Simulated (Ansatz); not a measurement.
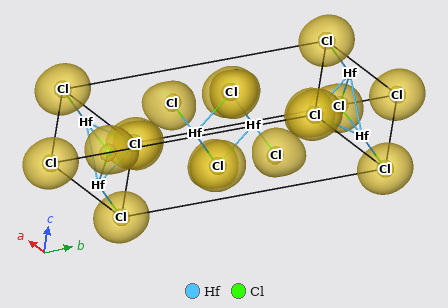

The picture shows: Hf$_{2}$Cl$_{5}$. Isosurface of the ELF at 0.7 (yellow), seen at an oblique angle. Only the valence region is drawn (cores and ρ < 0.01 e/Å³ removed). Sticks mark near contacts.

Space group C2/m; a generated structure, not necessarily the stable one; computed without spin polarisation.

The calculation used DFT PBE, scalar-relativistic, plane waves, PAW in Ansatz 0.2.0.

Core electrons are frozen (PAW), and the valence fields are smoothed inside the atomic spheres.

### Describe the localisation domains.

At this value the surface marks out ten regions wrapped around Cl (the valence shell of each), counted in one cell of 14 atoms. Regions shared between cells count once.

Values along the shortest contacts:
Hf–Cl (2.56 Å): the ELF peaks at about 0.85 in the valence shell of Cl, 0.8 Å from its nucleus, and is about 0.20 at the midpoint; no localised pair shows between them. Hf–Hf (2.95 Å): the ELF peaks at about 0.65 between the atoms.
